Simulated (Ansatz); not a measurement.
# Screening in Cd5B3ClO9 (Cm), part 2 of 2

How strongly does Cd5B3ClO9 (Cm) screen? Routes: perturbation theory, a sum over states and the RPA step of G0W0.

Ansatz 0.2.0; linear response on PBE, plane waves, PAW. Known limits of the many-body steps: not at the basis limit; d shell near the gap, gap tends to lie low; no spin-orbit coupling; coarse k mesh.

So far. Step 2 (Response to a homogeneous field): One over ε∞ averages 0.26, near the quarter of exact exchange in PBE0.

### Step 3. Independent-particle spectrum

The independent-particle spectrum shows where the oscillator strength lies, before excitons and local fields.

This step: independent-particle optics on PBE, plane waves, PAW; PAW set soft_1.

Contents of input.yaml:

```yaml
crystal:
  lattice:
    - [4.086, -8.0305, 0.0]
    - [4.086, 8.0305, 0.0]
    - [-0.5610688069, 0.0, 3.4284942182]
  atoms:
    - { symbol: Cd, position: [0.9903899046, 0.7342556792, 0.5662659888] }
    - { symbol: Cd, position: [0.7342556792, 0.9903899046, 0.5662659888] }
    - { symbol: Cd, position: [0.3113911839, 0.6630019832, 0.9124457693] }
    - { symbol: Cd, position: [0.6630019832, 0.3113911839, 0.9124457693] }
    - { symbol: Cd, position: [0.2871762088, 0.2871762088, 0.3102574688] }
    - { symbol: B, position: [0.6210609171, 0.6210609171, 0.9737592675] }
    - { symbol: B, position: [0.972075933, 0.3689018994, 0.3370010488] }
    - { symbol: B, position: [0.3689018994, 0.972075933, 0.3370010488] }
    - { symbol: Cl, position: [0.049188481, 0.049188481, 0.7118210963] }
    - { symbol: O, position: [0.7759792855, 0.623579409, 0.0193502893] }
    - { symbol: O, position: [0.623579409, 0.7759792855, 0.0193502893] }
    - { symbol: O, position: [0.4502306784, 0.4502306784, 0.8744954667] }
    - { symbol: O, position: [0.1618372402, 0.4552599818, 0.3467663233] }
    - { symbol: O, position: [0.4552599818, 0.1618372402, 0.3467663233] }
    - { symbol: O, position: [0.1966350256, 0.8360258997, 0.1252240285] }
    - { symbol: O, position: [0.8360258997, 0.1966350256, 0.1252240285] }
    - { symbol: O, position: [0.9120354728, 0.4534148167, 0.5549599024] }
    - { symbol: O, position: [0.4534148167, 0.9120354728, 0.5549599024] }
kpoints:
  mp_grid: { grid: [4, 4, 6] }
hamiltonian:
  xc: pbe
  pseudopotentials: { kind: paw, azcp: { folder: soft_1 } }
scf:
  occupations: { method: fixed }
  n_extra_bands: 154
output:
  optics: { e_range: [0, 25], de: 0.1, sigma: 0.2 }
```

Launch:

```
ansatz run input.yaml --threads 2 --pin off --max-ram 92160MiB --backend cuda --events-out ev --progress --plain --runs-dir out --devices 1 --max-vram 13GiB
```

Numbers of over 12 decimals in the logs are rounded to 6 here.

The log of the run:

```text
[...]
GPUs: using 1 of 1 available (devices: 1).
[...]
GPU FFT provider: cuFFT
GPU libraries: cuBLAS 13.8.2, cuFFT 12.4.0, cuSOLVER 12.3.4
Crystal: 18 atoms, lattice volume = 224.996 Å³
Basis set: ecut = 420 eV, 4399 PW (Γ)
Bands: 239, of which v1, the nominal top of the filled ones, is band 85 counted from 1 (84 counted from 0)
Symmetry: 2 space group operations
[...]
k-points: 34 of 96 (time reversal used)
[...]
GPU buffer pool allocated for 98304 grid points (all kernels)
[...]
SCF iter   1: F=—  HF=-47940.495441 eV  |F-HF|=—  |Δ(HF+E_count)|=         —  Δρ=9.49e-2  dr2=1.84e1  ethr=3.10e-3  ⟨swp⟩=4.0  Hψ=26567  notcnv=0  defer=5061
[...]
SCF iter  15: F=-47934.099443 eV  HF=-47934.099443 eV  |F-HF|=7.28e-12  |Δ(HF+E_count)|=  2.18e-11  Δρ=7.04e-8  dr2=9.62e-12  ethr=1.00e-12  ⟨swp⟩=11.5  Hψ=55610  notcnv=0
SCF 1 converged in 15 iterations: F = -47934.099443 eV  dr2 = 9.62e-12
[...]
Optics k sum: 0 of 34 k-points
Optics k sum: 2 of 34 k-points
[...]
Optics k sum: 34 of 34 k-points
[...]
SCF converged after 15 iterations
Free energy (F): -47934.099443 eV
[...]
Internal energy: -47934.099443 eV  (E = F + TS)
E sigma→0 (E₀):  -47934.099443 eV
Fermi energy:    8.407900 eV
[...]
--- Band table (eV; the first three rows and the last of 34) ---
  k-point 0: bands = [... 81 lower, 7.8599, 7.9864, 8.2089, 8.3475, 10.3928, 13.0110, 13.3063, 13.4998, ... 150 higher]
  k-point 1: bands = [... 81 lower, 7.6725, 8.0427, 8.1399, 8.3543, 11.1674, 13.4822, 13.4960, 13.7504, ... 150 higher]
  k-point 2: bands = [... 81 lower, 7.8456, 7.9627, 8.1301, 8.4044, 12.5352, 13.6080, 13.8134, 14.1676, ... 150 higher]
  k-point 33: bands = [... 81 lower, 7.7700, 7.8555, 8.2259, 8.3340, 13.2287, 13.7121, 13.7539, 13.8386, ... 150 higher]
```

Elapsed: 2.3 min, on 1 × NVIDIA H100 80GB HBM3 (shared by 6 runs) with 2 threads of AMD EPYC 7R13 (Zen 3), shared host; peak memory 5.6 GiB; 3 min of CPU time.

This step gave:

- ε∞ without local fields (xx, yy, zz): 4.158, 4.070, 3.890
- electrons in the f-sum (xx, yy, zz): 101.5, 100.9, 100.0
- bands in the explicit sum (the static value is completed to all bands): 239

The sum gives ε∞ = 4.16, 4.07 and 3.89 without local fields.

Independent particles, no local fields, Gaussian width 0.2 eV. The ε₂ by photon energy; read off at these points:

```
photon energy (eV)      xx       yy      zz
               0.0       0        0       0
               2.0  5.7e-4  0.00415  4.7e-4
               4.0    1.09     1.07   0.556
               6.0    3.00     2.66    2.70
               7.5    4.07     3.26    4.43
               8.0    4.30     3.82    4.00
               8.5    4.69     3.76    3.29
              10.0    2.89     2.69    2.91
              12.0    2.61     2.97    3.11
              14.0    1.84     2.06    2.31
              16.0    1.89     1.84    1.49
              18.0    1.59     1.45    1.14
              20.0    1.16     1.07   0.983
              22.0   0.790    0.898   0.731
              24.0   0.711    0.729   0.751
```

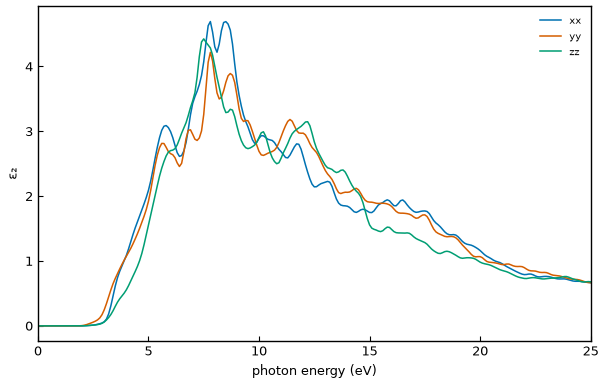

ε₂ against photon energy.

The loss function has structure finer than the step of the table below, so its rows give means over 2 eV, whole bins alone (the curve runs from 0 to 25 eV). Peaks (eV: height): xx 21.7: 0.993; yy 23.2: 0.895; zz 21.4: 0.852.

Independent particles, no local fields, Gaussian width 0.2 eV. Loss function against photon energy; means over each step:

```
photon energy (eV)      xx       yy      zz
                 2  4.1e-4  0.00173  4.4e-4
                 4  0.0350   0.0394  0.0237
                 6  0.0967    0.102  0.0864
                 8   0.156    0.158   0.181
                10   0.285    0.253   0.260
                12   0.358    0.304   0.295
                14   0.449    0.429   0.449
                16   0.456    0.499   0.625
                18   0.600    0.629   0.724
                20   0.823    0.836   0.798
                22   0.952    0.869   0.788
                24   0.867    0.876   0.696
```

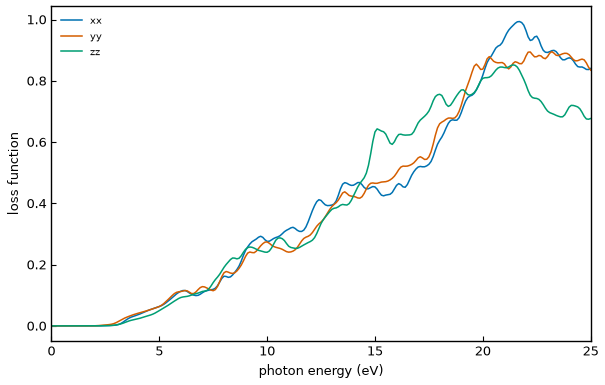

Loss function, plotted against photon energy.

Independent particles, no local fields, Gaussian width 0.2 eV. ε₁ against photon energy:

```
photon energy (eV)     xx     yy     zz
               0.0   4.08   3.99   3.81
               2.5   4.55   4.50   4.17
               5.0   5.37   5.17   5.38
               7.5   4.19   4.22   3.42
              10.0   1.46   1.61   1.91
              12.5  0.801  0.805  0.664
              15.0  0.893  0.678  0.188
              17.5  0.469  0.415  0.427
              20.0  0.266  0.366  0.500
              22.5  0.471  0.498  0.670
              25.0  0.591  0.595  0.736
```

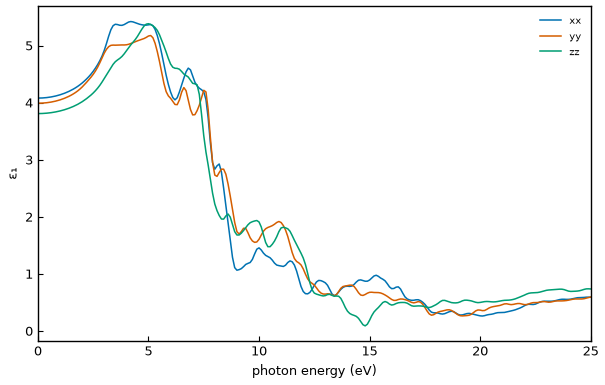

ε₁ against photon energy.

### Step 4. RPA screening from the G0W0 run

Now the one-shot GW correction: screening in the RPA, then the self-energy of the levels asked for. This step takes PAW set soft_1 files.

This step: G0W0 on PBE, plane waves, PAW; PAW set soft_1.

Changes to input.yaml since step 3:

```diff
@@ -25,3 +25,3 @@
 kpoints:
-  mp_grid: { grid: [4, 4, 6] }
+  mp_grid: { grid: [2, 2, 4] }
 hamiltonian:
@@ -31,4 +31,7 @@
   occupations: { method: fixed }
-  n_extra_bands: 154
-output:
-  optics: { e_range: [0, 25], de: 0.1, sigma: 0.2 }
+gw:
+  n_empty_bands: 1033
+  ecut_chi: 160.0
+  qp_bands: [v4, c4]
+  qp_kpoints: band_edges
+  screening: { model: contour_deformation }
```

The log of the run:

```text
GPUs: using 1 of 1 available (devices: 1).
[...]
GPU FFT provider: cuFFT
GPU libraries: cuBLAS 13.8.2, cuFFT 12.4.0, cuSOLVER 12.3.4
Crystal: 18 atoms, lattice volume = 224.996 Å³
Basis set: ecut = 420 eV, 4399 PW (Γ)
Bands: 103, of which v1, the nominal top of the filled ones, is band 85 counted from 1 (84 counted from 0)
Symmetry: 2 space group operations
[...]
k-points: 9 of 16 (time reversal used)
[...]
0    89     13.5003   -10.7415    -4.2429   -15.8693  0.8125    14.3935    14.3852  root
[...]
8    86     13.2291    -9.0850    -4.5082   -14.4546  0.8194    14.0983    14.0905  root
     8    87     13.7122    -9.9501    -4.6041   -15.4906  0.8105    14.6592    14.6485  root
     8    88     13.7540   -11.0082    -4.4705   -16.4680  0.8067    14.7554    14.7434  root
     8    89     13.8392   -10.1857    -4.4622   -15.5697  0.8124    14.7706    14.7609  root
[key lines of the parts left out:]
SCF converged after 11 iterations
Free energy (F): -47934.093513 eV
Fermi energy:    8.408493 eV
```

Elapsed: 83 s, on 1 × NVIDIA H100 80GB HBM3 (shared by 6 runs) with 2 threads; peak memory 3.7 GiB; 2.3 min of CPU time.

This step gave:

- bands summed: 1118
- RPA ε∞ on this mesh (eigenvalues): 3.537, 3.796, 3.953
- plane waves in the screening matrix: 1051
- G0W0 gap on the mesh: 3.484 eV
- k of the valence top: 0, 0, -0.5
- k of the conduction bottom: 0, 0, 0
- starting gap on the mesh: 1.985 eV
- least direct G0W0 gap on the computed points: 3.525 eV

The gap on the mesh goes from 1.98 eV to 3.48 eV, a correction of +1.50 eV. Between the two edge states, bare exchange in place of the xc potential would open the gap by 9.57 eV, and correlation takes back 8.07 eV.

Mean over the mesh in bins of 0.25 1/Å. Table of static inverse dielectric function, diagonal by length of q+G:

```
length of q+G (Å⁻¹)  static inverse dielectric function, diagonal
               0.51                                         0.314
               0.79                                         0.360
               1.26                                         0.462
               1.50                                         0.517
               2.00                                         0.624
               2.26                                         0.673
               2.50                                         0.717
               2.99                                         0.787
               3.25                                         0.817
               3.76                                         0.863
               4.00                                         0.880
               4.51                                         0.910
               4.75                                         0.922
               5.00                                         0.933
               5.51                                         0.951
               5.75                                         0.958
               6.25                                         0.970
               6.43                                         0.974
```

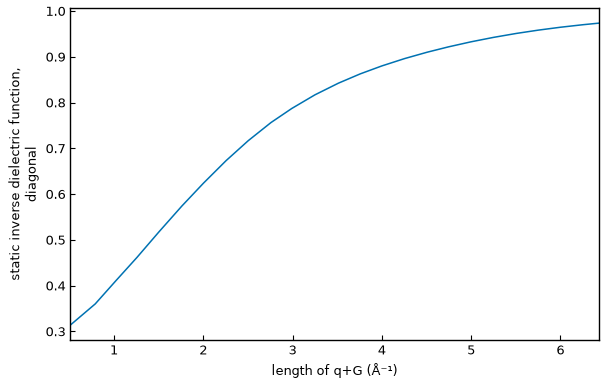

Static inverse dielectric function, diagonal, plotted against length of q+G.

### Step 5. The values together

Times are wall times on 1 × NVIDIA H100 80GB HBM3 (shared by 6 runs) with 2 threads of AMD EPYC 7R13 (Zen 3), shared host, good to a factor of about two.

```
                                          method                            mesh  ε∞, low  middle  high  mean     time
perturbation theory (local fields and xc kernel)  4×4×6 (response on 360 points)     3.65    3.93  4.07  3.88  3.6 min
               sum over states (no local fields)                           4×4×6     3.89    4.07  4.16  4.04  2.3 min
           RPA with local fields, on the GW mesh                           2×2×4     3.54    3.80  3.95  3.76     83 s
```

### Step 6. Outcome

```json
{
 "perturbation theory (local fields and xc kernel)": "3.65, 3.93, 4.07",
 "sum over states (no local fields)": "3.89, 4.07, 4.16",
 "RPA with local fields, on the GW mesh": "3.54, 3.80, 3.95"
}
```

What this shows: Mean Born effective charge: Cd1 2.47, Cd3 2.49, Cd5 2.45, B6 2.10, B7 2.06, Cl9 -1.19 e. The ε₂ (xx) has its highest peak at 7.8 eV. The loss function (xx) has its highest peak at 21.7 eV. The sum without local fields gives 4.04 in the mean against 3.88 by perturbation theory; local fields lower ε∞ and the xc kernel gives part of it back, though the sum also carries the error of its own mesh. The RPA values on the 2×2×4 mesh average 0.97 times those of perturbation theory (means 3.76 and 3.88). Without the xc kernel RPA should lie a little lower, as the mean does. PBE usually puts the gap too low, which tends to raise ε∞. Ions are clamped, so the lattice part of the static constant is not in these numbers.

[Paths, hosts, dates, memory and timing lines, banners, echoed tables and standing remarks are left out of the program output.]

[Logs are printed without paths, hosts, clocks, repeated set-up lines and the standing remarks that a program may print on its own settings, such as how far it seeks lower states.]

[Runs of the session that timed out or met a known fault of the program may be left out.]

[Cells called generated may have been cut or substituted from an entry of the Crystallography Open Database or the Materials Project.]

[Hosts, paths, dates, database ids (printed as entryN), source tags and the programs' standing remarks are cut or masked in the printed files.]
